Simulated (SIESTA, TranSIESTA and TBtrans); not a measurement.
System: Pt chain bridged by a linear C2 unit along the axis. Leads: straight Pt chain, spacing 2.4 Å. Geometry: 4 atoms about the centre moved by SIESTA (PBE, DZP) to a largest force of 0.04 eV/Å, all others as built, motion along the axis alone.

Computed with TranSIESTA and TBtrans, PBE, DZ numerical orbitals (energy shift 0.15 eV), PseudoDojo norm-conserving scalar-relativistic potentials, mesh cutoff 200 Ry, 300 K, spin-polarised (collinear), no spin-orbit coupling; self-consistent non-equilibrium Green functions.

Energies count from the leads' Fermi level. Transmissions are for each spin. The energy step is 0.01 eV; narrower resonances are cut or missed.

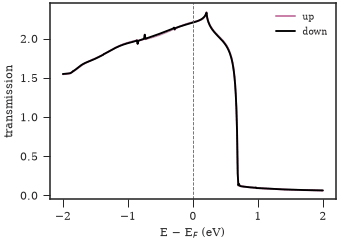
Transmission against energy

```csv
E (eV),T up,T down,lead channels up,down
-2.00,1.54,1.55,3,3
-1.80,1.60,1.61,4,4
-1.60,1.71,1.71,4,4
-1.40,1.79,1.79,4,4
-1.20,1.88,1.88,band edge,band edge
-1.00,1.95,1.94,6,6
-0.80,1.98,1.98,6,6
-0.60,2.02,2.03,6,6
-0.40,2.08,2.10,band edge,band edge
-0.20,2.15,2.15,4,4
0.00,2.21,2.20,4,4
0.20,2.31,2.31,4,4
0.40,2.03,2.02,3,3
0.60,1.74,1.72,3,3
0.80,0.11,0.11,1,1
1.00,0.093,0.093,1,1
1.20,0.082,0.083,1,1
1.40,0.075,0.076,1,1
1.60,0.069,0.070,1,1
1.80,0.065,0.066,1,1
2.00,0.062,0.063,1,1
```

A magnetic start was tried, and the separate lead runs end without a moment. The straight chain is held at its spacing; free chains may zigzag or dimerise. Spin-orbit coupling, left out here, matters for the heavy atoms.
